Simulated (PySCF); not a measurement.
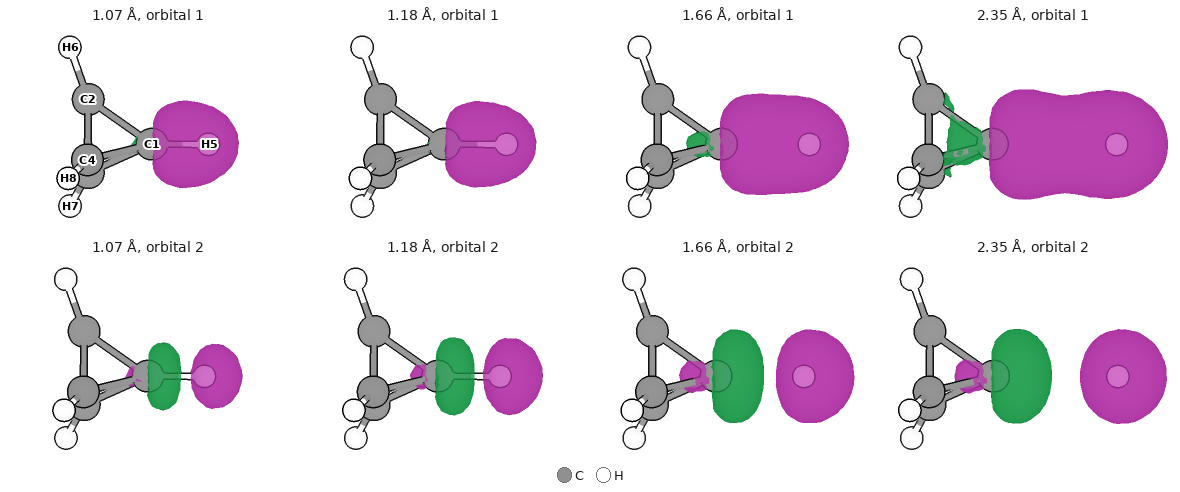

C₄H₄, SMILES `C12C3C1C23`. Rigid stretch of the C1–H5 bond. The two CASSCF(2,2) natural orbitals nearest half filling (orbital 1 the more occupied).

Computed with PySCF, def2-SVP basis, geometry: GFN2-xTB. No frequency check shows the geometry to be a minimum.

The calculation's input:

```python
import numpy as np
from pyscf import gto, scf, mcscf

mol = gto.M(atom='''
C      0.52328     0.50652    -0.53944
C      0.52328    -0.50652     0.53944
C     -0.52329     0.53947     0.50648
C     -0.52329    -0.53947    -0.50648
H      1.13343     1.09707    -1.16835
H      1.13343    -1.09707     1.16835
H     -1.13336     1.16849     1.09699
H     -1.13336    -1.16849    -1.09699
''', basis='def2-svp', charge=0, spin=0, verbose=4)
# stretch the bond between atoms 1 and 5, from long to short, fragments rigid
a, b, move = 0, 4, [4]
xyz = mol.atom_coords(unit='Angstrom')
u = xyz[b] - xyz[a]
r0 = np.linalg.norm(u)
rows, last, dm_u = [], None, None
for r in [3.0, 2.35, 1.93, 1.66, 1.44, 1.28, 1.18, 1.07, 0.98]:
    new = xyz.copy()
    new[move] += u / r0 * (r - r0)
    m = mol.set_geom_(new, unit='Angstrom', inplace=False)
    rhf = scf.RHF(m).density_fit(auxbasis='def2-universal-jkfit').run()
    uhf = scf.UHF(m).density_fit(auxbasis='def2-universal-jkfit').newton()
    if dm_u is None:
        c = rhf.mo_coeff
        h = m.nelectron // 2 - 1
        ca, cb = c.copy(), c.copy()
        ca[:, h], cb[:, h] = (c[:, h] + c[:, h + 1]) / 2**.5, (c[:, h] - c[:, h + 1]) / 2**.5
        dm_u = np.array([x[:, :h + 1] @ x[:, :h + 1].T for x in (ca, cb)])
    uhf.kernel(dm0=dm_u)
    for _ in range(3):
        c, _, stable, _ = uhf.stability(return_status=True)
        if stable:
            break
        uhf.kernel(c, uhf.mo_occ)
    dm_u = uhf.make_rdm1()
    mc = mcscf.CASSCF(rhf, 2, 2)
    mc.natorb = True
    mc.fix_spin_(ss=0)
    guess = mcscf.addons.make_natural_orbitals(uhf)[1] if last is None else mcscf.project_init_guess(mc, last.mo_coeff, last.mol)
    mc.kernel(guess)
    last = mc
    act = slice(mc.ncore, mc.ncore + mc.ncas)
    print('r %.3f  RHF %.6f  UHF %.6f  <S^2> %.3f  CASSCF %.6f  occupations' % (r, rhf.e_tot, uhf.e_tot, uhf.spin_square()[0], mc.e_tot), mc.mo_occ[act].round(4))
    rows.append((new, rhf.e_tot, uhf.e_tot, uhf.spin_square()[0], mc.e_tot, mc.mo_occ[act], mc.mo_coeff[:, act], dm_u[0] - dm_u[1], rhf.converged and uhf.converged and mc.converged))
    np.savez('result.npz', **{k: [row[i] for row in rows] for i, k in enumerate('xyz rhf uhf s2 cas occ c spin ok'.split())})
```

Command:

```sh
OMP_NUM_THREADS=1 python input.py
```

The run took 95 s on 1 thread of Intel(R) Xeon(R) Platinum 8375C CPU @ 2.90GHz (Ice Lake) (shared host), peak memory 0.3 GiB.

**How do the occupations change along the stretch?**

1.07 Å: 1.99 and 0.01; 1.18 Å: 1.98 and 0.02; 1.66 Å: 1.91 and 0.09; 2.35 Å: 1.60 and 0.40. At the longest distance computed (3.00 Å) they are 1.27 and 0.73, and the effective number of unpaired electrons is 1.7.

**Where does the UHF solution part from RHF?**

Between 1.66 Å (⟨S²⟩ = 0, the two coincide) and 1.93 Å (⟨S²⟩ = 0.59); at 3.00 Å ⟨S²⟩ is 1.00 and UHF lies 3.8 eV below RHF.

**How much energy does the stretch cost?**

By CASSCF, 5.0 eV from the lowest point of the scan (1.07 Å) to 3.00 Å; RHF gives 8.3 eV from its own lowest point. The fragments aren't relaxed and dynamic correlation is missing, so this isn't a bond dissociation energy.
